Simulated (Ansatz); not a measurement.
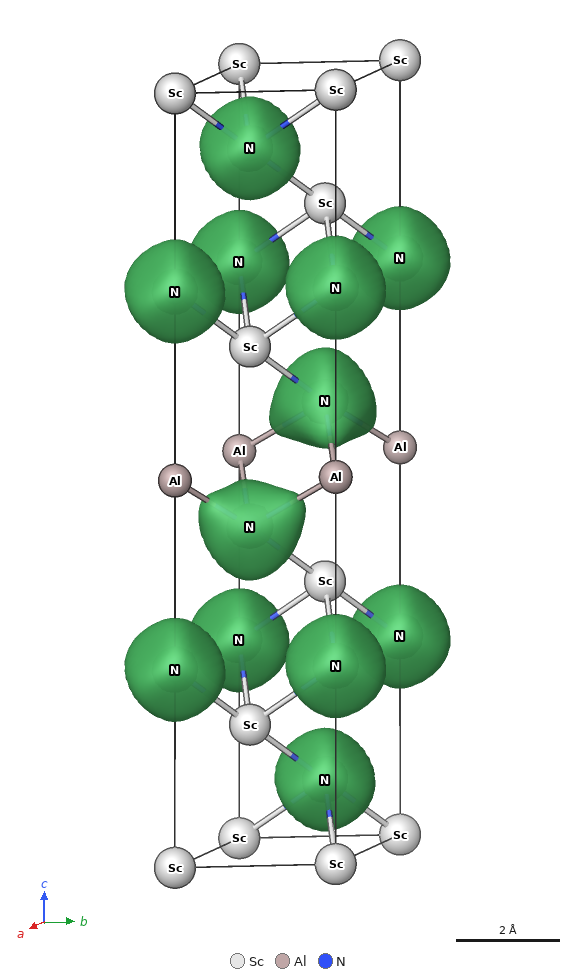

Figure. Sc5AlN6. Isosurface of the ELF at 0.7 (green), seen slightly off an axis. Only the valence region is drawn (cores and ρ < 0.01 e/Å³ removed). Sticks mark near contacts.

Space group P-3m1; a structure generated by program, which may or may not match a known phase.

The calculation used DFT PBE, scalar-relativistic, plane waves, PAW (Ansatz 0.2.0).

What do the ELF domains correspond to?

The ELF exceeds this value in two regions on N in which the atom's valence shell and bonds are merged and four regions wrapped around N (the valence shell of each), counted in one cell of 12 atoms. Any copies at cell faces, edges or corners count once. Profiles from the grid: Al–N (2.14 Å): the ELF peaks at about 0.85 in the valence shell of N, 0.7 Å from its nucleus, and is about 0.80 at the midpoint. Sc–N (2.24 Å): the ELF peaks at about 0.80 in the valence shell of N, 0.7 Å from its nucleus, and is about 0.20 at the midpoint (no shared electron pair shows on this line).
